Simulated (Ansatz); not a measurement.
C$_{2}$H$_{9}$InN$_{2}$ (SMILES C[CH2][In]([NH2])[NH2])

Input

```
crystal:
  periodic: [false, false, false]
  atoms:
    - {symbol: C, position_ang: [0.007046, 2.163306, 0.514162]}
    - {symbol: C, position_ang: [-0.690816, 0.872303, 0.922216]}
    - {symbol: In, position_ang: [-0.035566, -0.858753, -0.176608]}
    - {symbol: N, position_ang: [-0.879252, -2.701471, -0.126928]}
    - {symbol: N, position_ang: [1.556537, -0.776468, -1.431020]}
    - {symbol: H, position_ang: [1.089167, 2.103394, 0.655676]}
    - {symbol: H, position_ang: [-0.349047, 3.015696, 1.102373]}
    - {symbol: H, position_ang: [-0.165475, 2.404557, -0.537954]}
    - {symbol: H, position_ang: [-0.530937, 0.661252, 1.983116]}
    - {symbol: H, position_ang: [-1.772899, 0.951199, 0.787939]}
    - {symbol: H, position_ang: [-1.419984, -2.971022, 0.680806]}
    - {symbol: H, position_ang: [-0.325145, -3.488473, -0.430614]}
    - {symbol: H, position_ang: [1.667837, -1.488383, -2.136981]}
    - {symbol: H, position_ang: [1.848546, 0.112862, -1.806173]}
basis:
  gaussian: {orbitals: def2-TZVPP}
hamiltonian: {xc: pbe0, dispersion: d4}
output: {orbitals: {seedname: orbitals}}
```

Launched as:

```sh
ansatz run in.yaml --threads 4 --pin off --events-out ev --progress --plain --max-ram 11315MiB
```

Geometry: PBE0-D4/def2-TZVP; core potentials replace the inner electrons of In.

Level of theory: RKS PBE0-D4/def2-TZVPP in Ansatz.

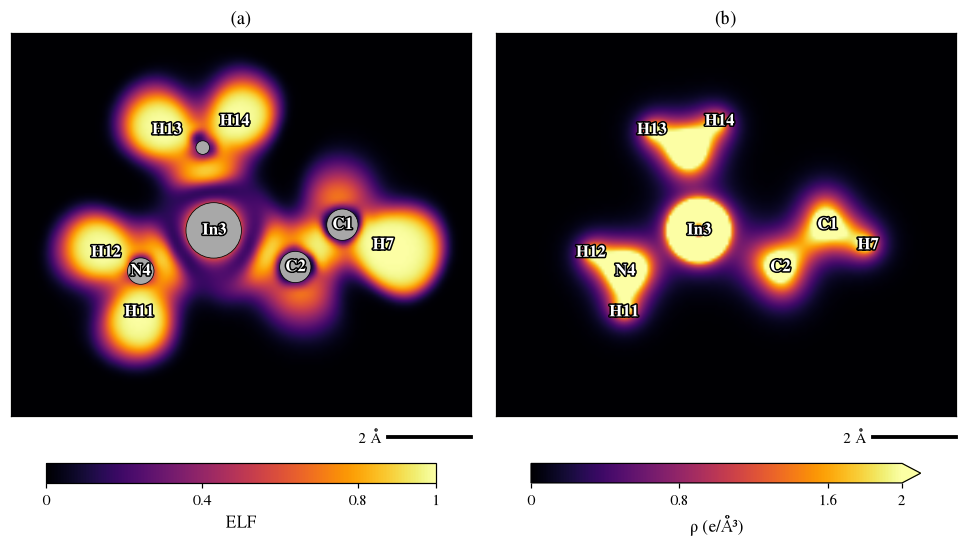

Figure 1. (a) ELF; (b) electron density on the plane of atoms C2, C1 and H7. Grey discs cover the atomic cores in the ELF map.

What does the map show?

Answer. The section cuts through C, In, N and H sites.
C–C (1.52 Å): ρ at the midpoint is about 1.6 e/Å³; the ELF peaks at about 0.95 between the atoms, as expected for localised, covalent bonding.
In–N (2.03 Å): ρ at the midpoint is about 0.78 e/Å³; the ELF peaks at about 0.85 in the valence shell of N, 0.6 Å from its nucleus, and drops to about 0.20 between the two atoms.
C–In (2.15 Å): ρ is about 0.68 e/Å³ halfway; the ELF peaks at about 0.90 in the valence shell of C, 0.7 Å from its nucleus, and drops to about 0.20 between the two atoms.
N–H (1.01 Å): the density is about 2.9 e/Å³ at the midpoint; the ELF climbs to about 1 towards the hydrogen, as it does in any bond to H: an ordinary covalent bond to hydrogen.
C–H (1.10 Å): ρ at the midpoint is about 2 e/Å³; the ELF climbs to about 1 towards the hydrogen; an ordinary covalent bond to hydrogen.

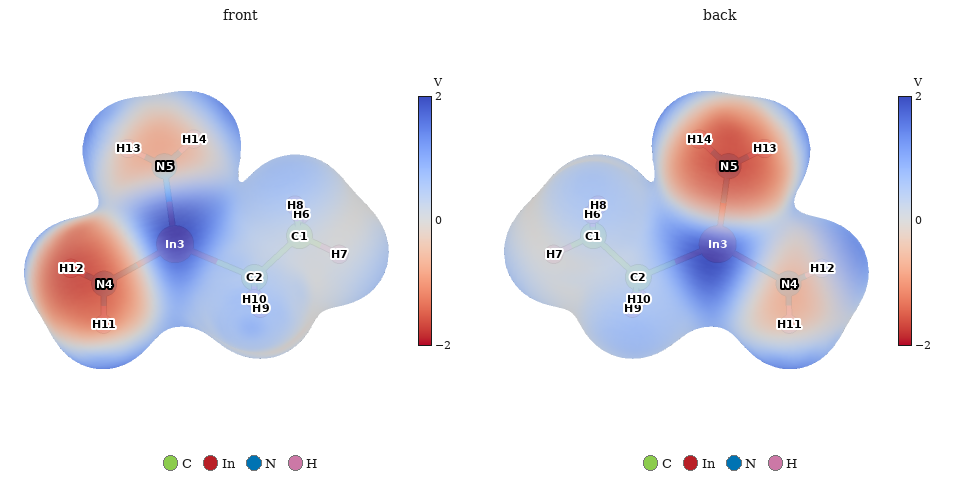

Figure 2. The molecular electrostatic potential painted on the density surface at 0.002 e/bohr³, seen from the front and from behind; the colour scale runs from red (negative) to blue (positive).

Which sites attract a positive test charge, and which a negative one?

Answer. A positive charge is drawn to the negative regions and a negative charge to the positive ones. The most negative region (about −1.7 V) lies over N4 and N5, the most positive (about +1.9 V) over In3.

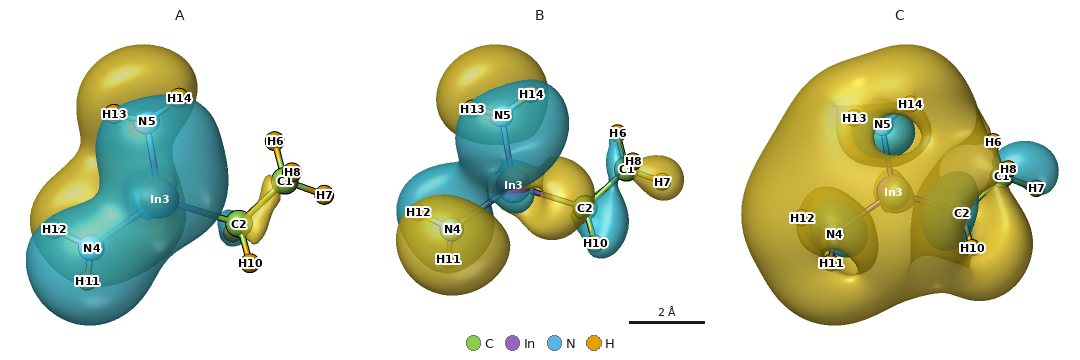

Figure 3. Three frontier orbitals at ±0.04 Å⁻³ᐟ² (yellow and cyan are the two phases), in no order.

Order the three orbitals by energy and name them.

Answer. A is the HOMO−1 (−6.94 eV). By Hirshfeld shares it lies mainly on N4 (about 40 %), N5 (about 30 %) and In3 (about 15 %). B is the HOMO (−6.49 eV). It lies mainly on N5 (about 40 %), N4 (about 30 %) and In3 (about 10 %); largely a combination of lone pairs on N5 and N4. C is the LUMO (−0.25 eV). Its weight (Hirshfeld) is mainly on In3 (about 40 %), C2 (about 10 %), N4 (about 10 %) and N5 (about 10 %).

What is the HOMO–LUMO gap?

Answer. 6.24 eV between the orbital energies.
